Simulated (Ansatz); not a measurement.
# CdPbS3 (model cell, started as cubic perovskite with Pb in the octahedra): a soft mode frozen in, part 2 of 3

Which phase does CdPbS3 (model cell, started as cubic perovskite with Pb in the octahedra) fall into along its unstable mode, and how much energy does it gain?

Ansatz 0.2.0; DFT r2SCAN, scalar-relativistic, plane waves, PAW; PAW set soft_1.

So far, highest frequency on the path or at a solved wavevector (cm⁻¹): step 2 (response at finite wavevector) 361. Also lowest frequency on the path (cm⁻¹): step 2 -202.

The structure was built from a prototype and need not be the compound's stable phase.

### 4. The mode frozen in, largest atomic shift 0.6 Å

The atoms are moved along the unstable eigenvector, the largest shift by 0.6 Å, with the cell fixed.

input.yaml reads:

```yaml
crystal:
  lattice:
    - [5.1126616353, 5.1126616353, 0.0]
    - [5.1126616353, 0.0, 5.1126616353]
    - [5.1126616353, 0.0, -5.1126616353]
  atoms:
    - { symbol: Cd, position: [0.0, 0.0, 0.0] }
    - { symbol: Cd, position: [0.0, 0.5, 0.5] }
    - { symbol: Pb, position: [0.5, 0.25, 0.75] }
    - { symbol: Pb, position: [0.5, 0.75, 0.25] }
    - { symbol: S, position: [0.5, 0.4413221485, 0.4413221485] }
    - { symbol: S, position: [0.5, 0.0586778515, 0.0586778515] }
    - { symbol: S, position: [0.0, 0.0, 0.5] }
    - { symbol: S, position: [0.0, 0.5, 0.0] }
    - { symbol: S, position: [0.5, -0.0586778515, 0.5586778515] }
    - { symbol: S, position: [0.5, 0.5586778515, -0.0586778515] }
kpoints:
  mp_grid: { grid: [8, 8, 8] }
hamiltonian:
  xc: r2scan
  pseudopotentials: { kind: paw, azcp: { folder: soft_1 } }
scf:
  occupations: { method: methfessel_paxton, width: 0.2 }
output:
  forces: true
  stress: true
  eigenvalues: true
```

The run is started by

```console
> ansatz run input.yaml --threads 4 --pin off --max-ram 16384MiB --backend cpu --events-out ev --progress --plain --runs-dir out
```

Numbers of over 12 decimals in the logs are rounded to 6 here.

Output:

```text
[...]
Crystal: 10 atoms, lattice volume = 267.283 Å³
Basis set: ecut = 500 eV, 6855 PW (Γ), exchange–correlation on 216×216×216 points (64 copies of the dense FFT grid, shifted against one another)
Bands: 63, of which v1, the nominal top of the filled ones, is band 52 counted from 1 (51 counted from 0)
Symmetry: 16 space group operations
[...]
k-points: 59 of 512
[...]
k-point 0: bands = [... 48 lower, 5.0680, 5.0680, 5.3506, 5.9006, 5.9006, 6.2579, 6.4906, 9.5754, ... 7 higher]
  k-point 1: bands = [... 48 lower, 5.0708, 5.1741, 5.4409, 5.8341, 5.8537, 6.3399, 6.5173, 8.7777, ... 7 higher]
  k-point 2: bands = [... 48 lower, 5.0319, 5.0845, 5.6582, 5.7117, 5.7954, 6.6182, 6.6554, 7.8250, ... 7 higher]
  k-point 58: bands = [... 48 lower, 5.0065, 5.0704, 5.0704, 5.0896, 6.7164, 7.1555, 7.5888, 8.0912, ... 7 higher]
[key lines of the parts left out:]
SCF converged after 10 iterations
Free energy (F): -45815.096514 eV
Fermi energy:    5.772512 eV
P = ⅓ Tr σ = -2.2918 GPa (-22.918 kbar)
```

It took 42 s on 4 threads of Arm Neoverse V1, shared host; peak memory 1.8 GiB; 2.7 min of CPU time.

This step gave:

* pressure: -2.292 GPa
* energy from the undistorted cell: -223.0 meV/atom

The energy, extrapolated to zero smearing, is -223.02 meV/atom against the undistorted cell.

The run ends at a pressure of -2.29 GPa, with forces up to 1.2 eV/Å.

### 5. Energy along the mode, all amplitudes (two of the runs are shown above)

An imaginary frequency means negative curvature, so the energy should fall and then rise again as anharmonic terms take over.

Numbers from this step:

| Item | Value |
| --- | --- |
| depth at the lowest point sampled | 223.0 meV/atom |
| largest atomic shift at that point | 0.6 Å |

Table of energy from the parent by largest atomic shift:

```tsv
largest atomic shift (Å)	energy from the parent (meV/atom)
0.000	0
0.040	-1.38
0.080	-5.50
0.140	-16.6
0.220	-40.0
0.320	-81.1
0.450	-146
0.600	-223
```

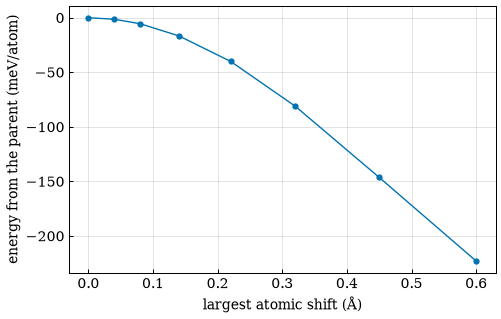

Energy from the parent, plotted against largest atomic shift.

Displacement at unit largest shift by atom:

```tsv
atom	x (Å)	y (Å)	z (Å)	size
Cd1	0.00	0.00	0.00	0.00
Cd2	0.00	0.00	0.00	0.00
Pb3	0.00	0.00	0.00	0.00
Pb4	0.00	0.00	0.00	0.00
S5	-1.00	0.00	0.00	1.00
S6	1.00	0.00	0.00	1.00
S7	0.00	0.00	0.00	0.00
S8	0.00	0.00	0.00	0.00
S9	0.00	0.00	-1.00	1.00
S10	0.00	0.00	1.00	1.00
```

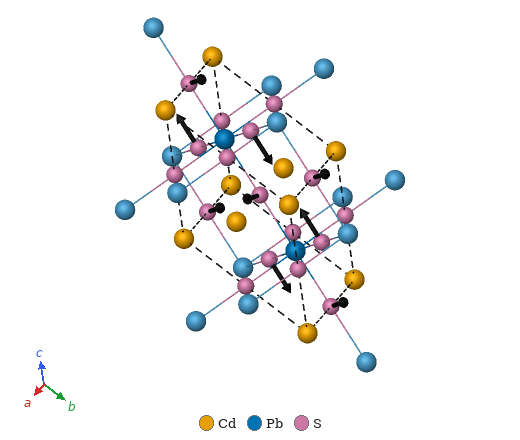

Displacement at unit largest shift as arrows, the longest 1 Å. Some periodic images of atoms are drawn too.

The lowest of the steps tried is the last one, at 0.6 Å, 223 meV/atom below the parent; the bottom of the well need not coincide with a step.

### 6. Relaxing from the distorted cell

Starting from the lowest point found, all atoms and the cell are let go, so that strain and other modes of the same symmetry can join in.

input.yaml: that of step 4 with these lines changed.

```diff
@@ -27 +27,10 @@
   eigenvalues: true
+  write_density: true
+  write_potential: true
+  elf: true
+  volumetric_format: npy
+relax:
+  adjacent_minimum: "off"
+  f_tol: 0.002
+  max_steps: 120
+  cell: { stress_tol: 0.03 }
```

Output:

```text
[...]
Crystal: 10 atoms, lattice volume = 267.283 Å³
Basis set: ecut = 500 eV, 6855 PW (Γ), exchange–correlation on 216×216×216 points (64 copies of the dense FFT grid, shifted against one another)
Bands: 63, of which v1, the nominal top of the filled ones, is band 52 counted from 1 (51 counted from 0)
Symmetry: 16 space group operations
[...]
k-points: 59 of 512
[...]
SCF iter   1: F=—  HF=-45816.873235 eV  |F-HF|=—  |Δ(HF+E_count)|=         —  Δρ=4.57e-2  dr2=7.21e0  dr2_τ=4.75e-2  ethr=3.10e-3  ⟨swp⟩=9.1  Hψ=16647  notcnv=0  defer=1
[...]
SCF iter  10: F=-45815.096514 eV  HF=-45815.096514 eV  |F-HF|=6.29e-9  |Δ(HF+E_count)|=   7.55e-8  S|Δr|=    0.00e0  Δρ=3.97e-6  dr2=7.96e-8  dr2_τ=4.74e-9  ethr=9.62e-11  ⟨swp⟩=19.6  Hψ=37058  notcnv=0
SCF 1 converged in 10 iterations: F = -45815.096514 eV  dr2 = 7.96e-8
[...]
relax step   1: F+E_penalty+E_count = -45815.09651392 eV  Δ(F+E_penalty+E_count) = +0.000e0 eV  max|allowed force component| = 1.217e0 eV/Å  Δτ_max = 0.0000 Å  P = -2.292 GPa  Ω = 267.283 Å³  (10 SCF iters, dr2 threshold 1.00e-7 eV, accepted)
Crystal: 10 atoms, lattice volume = 258.645 Å³
Basis set: ecut = 500 eV, 6591 PW (Γ), exchange–correlation on 216×216×216 points (64 copies of the dense FFT grid, shifted against one another)
[...]
SCF iter   6: F=-45816.054541 eV  HF=-45816.054540 eV  |F-HF|=3.04e-7  |Δ(HF+E_count)|=   4.92e-6  S|Δr|=    0.00e0  Δρ=1.79e-5  dr2=9.71e-7  dr2_τ=6.09e-8  ethr=9.62e-10  ⟨swp⟩=17.6  Hψ=38721  notcnv=0
SCF 2 converged in 6 iterations: F = -45816.054541 eV  dr2 = 9.71e-7
relax step   2: F+E_penalty+E_count = -45816.05454078 eV  Δ(F+E_penalty+E_count) = -9.580e-1 eV  max|allowed force component| = 8.716e-1 eV/Å  Δτ_max = 0.1976 Å  P = -1.850 GPa  Ω = 258.645 Å³  energy of the carried Pulay correction = +1.605e-3 eV  (6 SCF iters, dr2 threshold 1.00e-6 eV, accepted)
Crystal: 10 atoms, lattice volume = 247.027 Å³
Basis set: ecut = 500 eV, 6223 PW (Γ), exchange–correlation on 216×216×216 points (64 copies of the dense FFT grid, shifted against one another)
[...]
SCF iter   7: F=-45816.560027 eV  HF=-45816.560027 eV  |F-HF|=1.72e-7  |Δ(HF+E_count)|=   8.30e-8  S|Δr|=    0.00e0  Δρ=1.16e-5  dr2=3.71e-7  dr2_τ=1.96e-8  ethr=9.62e-10  ⟨swp⟩=19.8  Hψ=39672  notcnv=0
SCF 3 converged in 7 iterations: F = -45816.560027 eV  dr2 = 3.71e-7
relax step   3: F+E_penalty+E_count = -45816.56002746 eV  Δ(F+E_penalty+E_count) = -5.055e-1 eV  max|allowed force component| = 3.129e-1 eV/Å  Δτ_max = 0.1948 Å  P = +0.464 GPa  Ω = 247.027 Å³  energy of the carried Pulay correction = +3.848e-3 eV  (7 SCF iters, dr2 threshold 1.00e-6 eV, accepted)
[... from here on, the SCF cycles and remarks between the steps are left out ...]
relax step   4: F+E_penalty+E_count = -45816.71067244 eV  Δ(F+E_penalty+E_count) = -1.506e-1 eV  max|allowed force component| = 2.088e-1 eV/Å  Δτ_max = 0.1560 Å  P = -0.942 GPa  Ω = 257.116 Å³  energy of the carried Pulay correction = +1.894e-3 eV  (7 SCF iters, dr2 threshold 1.00e-6 eV, accepted)
relax step   5: F+E_penalty+E_count = -45816.95483718 eV  Δ(F+E_penalty+E_count) = -2.442e-1 eV  max|allowed force component| = 5.697e-1 eV/Å  Δτ_max = 0.1951 Å  P = +1.114 GPa  Ω = 255.780 Å³  energy of the carried Pulay correction = +2.149e-3 eV  (7 SCF iters, dr2 threshold 1.00e-6 eV, accepted)
relax step   6: F+E_penalty+E_count = -45817.34376764 eV  Δ(F+E_penalty+E_count) = -3.889e-1 eV  max|allowed force component| = 2.255e0 eV/Å  Δτ_max = 0.1955 Å  P = +2.886 GPa  Ω = 259.541 Å³  energy of the carried Pulay correction = +1.436e-3 eV  (7 SCF iters, dr2 threshold 1.00e-6 eV, accepted)
relax step   7: F+E_penalty+E_count = -45817.42163937 eV  Δ(F+E_penalty+E_count) = -7.787e-2 eV  max|allowed force component| = 1.352e0 eV/Å  Δτ_max = 0.1603 Å  P = -1.238 GPa  Ω = 263.002 Å³  energy of the carried Pulay correction = +7.886e-4 eV  (7 SCF iters, dr2 threshold 1.00e-6 eV, accepted)
relax step   8: F+E_penalty+E_count = -45817.66695868 eV  Δ(F+E_penalty+E_count) = -2.453e-1 eV  max|allowed force component| = 6.819e-1 eV/Å  Δτ_max = 0.0574 Å  P = -0.558 GPa  Ω = 262.745 Å³  energy of the carried Pulay correction = +8.365e-4 eV  (6 SCF iters, dr2 threshold 1.00e-6 eV, accepted)
relax step   9: F+E_penalty+E_count = -45817.70917569 eV  Δ(F+E_penalty+E_count) = -4.222e-2 eV  max|allowed force component| = 5.201e-3 eV/Å  Δτ_max = 0.0303 Å  P = -0.152 GPa  Ω = 263.038 Å³  energy of the carried Pulay correction = +7.819e-4 eV  (5 SCF iters, dr2 threshold 1.00e-6 eV, accepted)
relax step  10: F+E_penalty+E_count = -45817.71038910 eV  Δ(F+E_penalty+E_count) = -1.213e-3 eV  max|allowed force component| = 2.287e-3 eV/Å  Δτ_max = 0.0014 Å  P = -0.017 GPa  Ω = 262.132 Å³  energy of the carried Pulay correction = +9.505e-4 eV  (5 SCF iters, dr2 threshold 1.13e-7 eV, accepted)
relax step  11: F+E_penalty+E_count = -45817.71055537 eV  Δ(F+E_penalty+E_count) = -1.663e-4 eV  max|allowed force component| = 9.663e-4 eV/Å  Δτ_max = 0.0008 Å  P = +0.002 GPa  Ω = 261.926 Å³  energy of the carried Pulay correction = +9.889e-4 eV  (6 SCF iters, dr2 threshold 4.82e-9 eV, accepted)
[...]
SCF iter   7: F=-45817.710821 eV  HF=-45817.710821 eV  |F-HF|=2.18e-11  |Δ(HF+E_count)|=  5.82e-11  S|Δr|=    0.00e0  Δρ=4.13e-8  dr2=5.37e-12  dr2_τ=3.35e-13  ethr=1.00e-12  ⟨swp⟩=10.1  Hψ=22153  notcnv=0
SCF 12 converged in 7 iterations: F = -45817.710821 eV  dr2 = 5.37e-12
relax step  12: F+E_penalty+E_count = -45817.71082135 eV  Δ(F+E_penalty+E_count) = -2.660e-4 eV  max|allowed force component| = 9.692e-4 eV/Å  Δτ_max = 0.0000 Å  P = +0.005 GPa  Ω = 261.926 Å³  stress off target by 1.45e-2 GPa  SCF on the basis re-selected at this cell (its energy is not comparable with the rows above)  (7 SCF iters)
basis re-selected at this cell: Δ(F+E_penalty+E_count) = -2.660e-4 eV, ΔP = +0.003 GPa vs the last step (what re-selecting the basis moved, of the pressure what is left beyond the Pulay correction that the steps carried, after the strain that the cell walked since its last selection, with what the two solves' SCF thresholds leave and, on support functions, any second-order correction that the steps lacked; it is no m [...]
SCF converged after 7 iterations
[...]
Free energy (F): -45817.710821 eV
[...]
Internal energy: -45817.704325 eV  (E = F + TS)
E sigma→0 (E₀):  -45817.709197 eV
Entropy (-TS):   -0.006496 eV (-0.650 meV/atom)
Fermi energy:    7.018290 eV
[...]
--- Forces (eV/Å), atoms counted from 1 ---
  atom   1  Cd     0.00000000    -0.00000000    -0.00000000
  atom   2  Cd     0.00000000     0.00000000     0.00000000
  atom   3  Pb     0.00000000     0.00000000    -0.00000000
  atom   4  Pb     0.00000000     0.00000000    -0.00000000
  atom   5  S      0.00096924     0.00000000    -0.00000000
  atom   6  S     -0.00096924    -0.00000000     0.00000000
  atom   7  S      0.00000000    -0.00000000     0.00000000
  atom   8  S      0.00000000     0.00000000    -0.00000000
  atom   9  S      0.00000000     0.00000000     0.00096924
  atom  10  S      0.00000000    -0.00000000    -0.00096924
  max |Σ_I F_I| component: 6.94e-18 eV/Å
--- Stress (GPa, compression-positive) ---
        0.000574       0.000000       0.000000
        0.000000       0.014541       0.000000
        0.000000       0.000000       0.000574
  P = ⅓ Tr σ = 0.0052 GPa (0.052 kbar)
--- Band table (eV; the first three rows and the last of 59) ---
  k-point 0: bands = [... 48 lower, 5.6311, 5.9281, 6.1776, 6.1776, 8.0506, 8.0506, 8.4226, 8.6590, ... 7 higher]
  k-point 1: bands = [... 48 lower, 5.7282, 6.0272, 6.1221, 6.1971, 7.7569, 8.2225, 8.3041, 8.5520, ... 7 higher]
  k-point 2: bands = [... 48 lower, 5.2955, 6.0046, 6.0564, 6.7146, 7.0664, 8.0382, 8.4486, 8.5073, ... 7 higher]
  k-point 58: bands = [... 48 lower, 5.8291, 5.8291, 5.8462, 7.1534, 7.6725, 8.0845, 8.2717, 8.2717, ... 7 higher]
--- Relaxed structure (11 steps of the walk, 11 accepted, 1 SCFs on fresh bases) ---
  F+E_penalty+E_count = -45817.71082135 eV   max|allowed force component| = 9.692e-4 eV/Å   (the final SCF, on the basis selected at the relaxed cell)
  cell:  # Å, volume = 261.9259 Å³
    - [4.882774, 5.493070, 0]
    - [4.882774, 0, 4.882774]
    - [4.882774, 0, -4.882774]
  atoms:
    - { symbol: Cd, position: [0, -4.018578312858509e-19, -6.775386654133476e-19] }
    - { symbol: Cd, position: [0, 0.500000, 0.500000] }
    - { symbol: Pb, position: [0.500000, 0.25, 0.75] }
    - { symbol: Pb, position: [0.500000, 0.75, 0.25] }
    - { symbol: S, position: [0.500000, 0.356799, 0.356799] }
    - { symbol: S, position: [0.500000, 0.143201, 0.143201] }
    - { symbol: S, position: [0, 0.0, 0.500000] }
    - { symbol: S, position: [0, 0.500000, 0.0] }
    - { symbol: S, position: [0.500000, -0.143201, 0.643201] }
    - { symbol: S, position: [0.500000, 0.643201, -0.143201] }
```

The job ended after 8.4 min (4 threads; peak memory 2.1 GiB).

Relaxation path:

```tsv
step	energy less that of the first step (eV)	largest force component (eV/Å)	pressure (GPa)	volume (Å³)
1	0.0000	1.2171	-2.29	267.28
2	-0.9580	0.8716	-1.85	258.64
3	-1.4635	0.3129	0.46	247.03
4	-1.6142	0.2088	-0.94	257.12
5	-1.8583	0.5697	1.11	255.78
6	-2.2473	2.2548	2.89	259.54
7	-2.3251	1.3520	-1.24	263.00
8	-2.5704	0.6819	-0.56	262.74
9	-2.6127	0.0052	-0.15	263.04
10	-2.6139	0.0023	-0.02	262.13
11	-2.6140	0.0010	0.00	261.93
12*	-2.6143	0.0010	0.01	261.93
```

Relaxation steps marked * repeat the geometry before them on a plane-wave basis chosen anew for their cell, so energy and pressure can jump there.

Forces are held to the 16 operations that the run works with; a distortion that breaks them can't arise in this run.

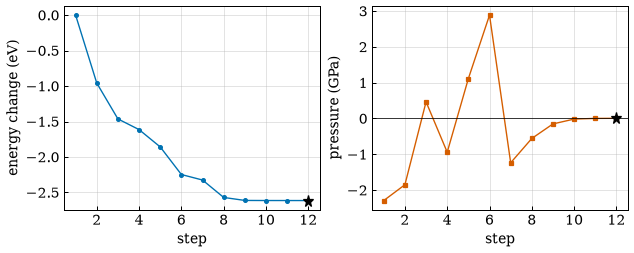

Energy and pressure along the relaxation. Stars mark steps on a basis chosen anew.

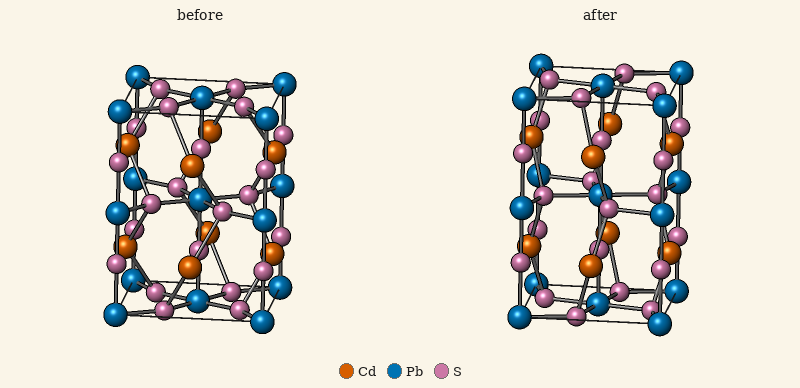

The structure before and after the relaxation, drawn at the same scale.

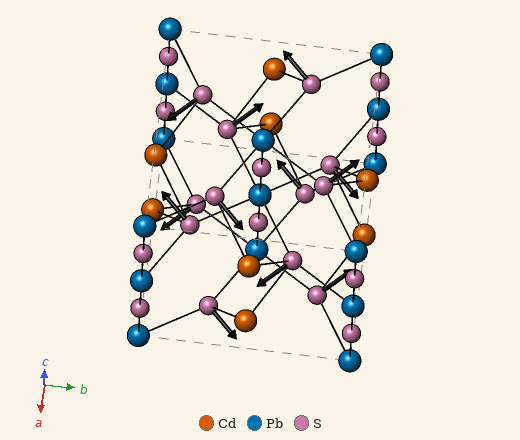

Displacements in the relaxation, exaggerated, measured against the changing cell; the longest in the cell stands for 0.83 Å. Some periodic images of atoms are drawn too.

```tsv
conventional cell, symmetrised	before	after	change
a (Å)	7.230	6.905	-4.5 %
b (Å)	7.230	6.905	-4.5 %
c (Å)	10.225	10.986	+7.4 %
volume (Å³/atom)	26.73	26.19	-2.0 %
```

The atoms that moved most (Å, as changes of fractional coordinates times the final cell):

```tsv
atom	dx	dy	dz	length
S5	-0.825	0.000	0.000	0.825
S10	0.000	0.000	0.825	0.825
S9	0.000	0.000	-0.825	0.825
S6	0.825	0.000	0.000	0.825
```

This step gave:

- pressure: 0.005230 GPa
- volume per atom: 26.19 Å³

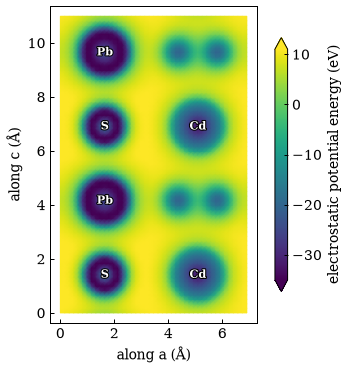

Electrostatic potential energy in the ac plane of the conventional cell at fractional y = 0.000, with atoms of Cd and Pb and S within 0.2 Å of it. With pseudopotentials it is smooth inside the atoms' cores, unlike the true potential. The map starts off the cell's origin, so that atoms lie inside it.

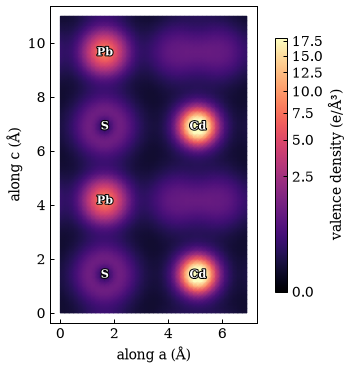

Valence density in the ac plane of the conventional cell at fractional y = 0.000, with atoms of Cd and Pb and S within 0.2 Å of it. It is the smooth field of the valence electrons, not physical close to the nuclei. The map starts off the cell's origin, so that atoms lie inside it. The colour scale is stretched toward low values.

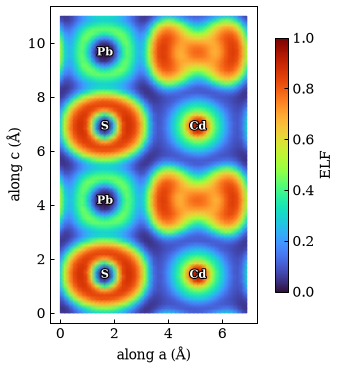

ELF in the ac plane of the conventional cell at fractional y = 0.000, with atoms of Cd and Pb and S within 0.2 Å of it. It is the smooth field of the valence electrons, not physical close to the nuclei. The map starts off the cell's origin, so that atoms lie inside it.

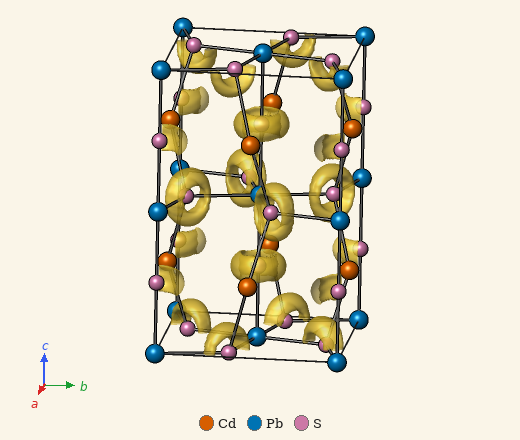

Surface of ELF = 0.85.

The distorted start has space group I4/mcm; the relaxation ends in I4/mcm.

### 7. The new phase in its own primitive cell

The relaxed structure is symmetrised, reduced to its primitive cell and relaxed tightly, as its phonons need.

input.yaml reads:

```yaml
crystal:
  lattice:
    - [-3.4526426898, 3.4526426898, 5.4930696974]
    - [3.4526426898, -3.4526426898, 5.4930696974]
    - [3.4526426898, 3.4526426898, -5.4930696974]
  atoms:
    - { symbol: Cd, position: [0.75, 0.25, 0.5] }
    - { symbol: Cd, position: [0.25, 0.75, 0.5] }
    - { symbol: Pb, position: [0.0, 0.0, 0.0] }
    - { symbol: Pb, position: [0.5, 0.5, 0.0] }
    - { symbol: S, position: [0.393201242, 0.893201242, 0.2864024841] }
    - { symbol: S, position: [0.606798758, 0.106798758, 0.7135975159] }
    - { symbol: S, position: [0.25, 0.25, 0.0] }
    - { symbol: S, position: [0.75, 0.75, 0.0] }
    - { symbol: S, position: [0.106798758, 0.393201242, 0.5] }
    - { symbol: S, position: [0.893201242, 0.606798758, 0.5] }
kpoints:
  mp_grid: { grid: [8, 8, 8] }
hamiltonian:
  xc: r2scan
  pseudopotentials: { kind: paw, azcp: { folder: soft_1 } }
scf:
  occupations: { method: methfessel_paxton, width: 0.2 }
output:
  forces: true
  stress: true
  eigenvalues: true
relax:
  adjacent_minimum: "off"
  f_tol: 0.001
  max_steps: 60
  cell: { stress_tol: 0.01 }
```

Output:

```text
[...]
Crystal: 10 atoms, lattice volume = 261.926 Å³
Basis set: ecut = 500 eV, 6669 PW (Γ), exchange–correlation on 216×216×216 points (64 copies of the dense FFT grid, shifted against one another)
Bands: 63, of which v1, the nominal top of the filled ones, is band 52 counted from 1 (51 counted from 0)
Symmetry: 16 space group operations
[...]
k-points: 59 of 512
[...]
- { symbol: Cd, position: [0.250000, 0.75, 0.5] }
    - { symbol: Pb, position: [0, 0, 0] }
    - { symbol: Pb, position: [0.5, 0.5, 0] }
    - { symbol: S, position: [0.393199, 0.893199, 0.286397] }
    - { symbol: S, position: [0.606801, 0.106801, 0.713603] }
    - { symbol: S, position: [0.25, 0.25, 0] }
    - { symbol: S, position: [0.75, 0.75, 0] }
    - { symbol: S, position: [0.106801, 0.393199, 0.5] }
    - { symbol: S, position: [0.893199, 0.606801, 0.5] }
[key lines of the parts left out:]
SCF converged after 7 iterations
Free energy (F): -45817.710822 eV
Fermi energy:    7.016769 eV
P = ⅓ Tr σ = -0.0001 GPa (-0.001 kbar)
```

Run time: 1.9 min. Hardware: 4 threads; peak memory 1.9 GiB.

Little changed from the start: no atom moved by 0.005 Å and no cell edge by 0.1 %.

Numbers from this step:

```
pressure : -1.11e-4 GPa
```

The largest force component left is 0.097 meV/Å and the pressure is 0.000 GPa, within the tolerances set. The cell now holds 26.19 Å³/atom.

(Continued in part 3 of 3.)

[Logs are printed without paths, hosts, clocks, repeated set-up lines and the standing remarks that a program may print on its own settings, such as how far it seeks lower states.]

[Hosts, paths, dates, database ids (printed as entryN), source tags and the programs' standing remarks are cut or masked in the printed files.]
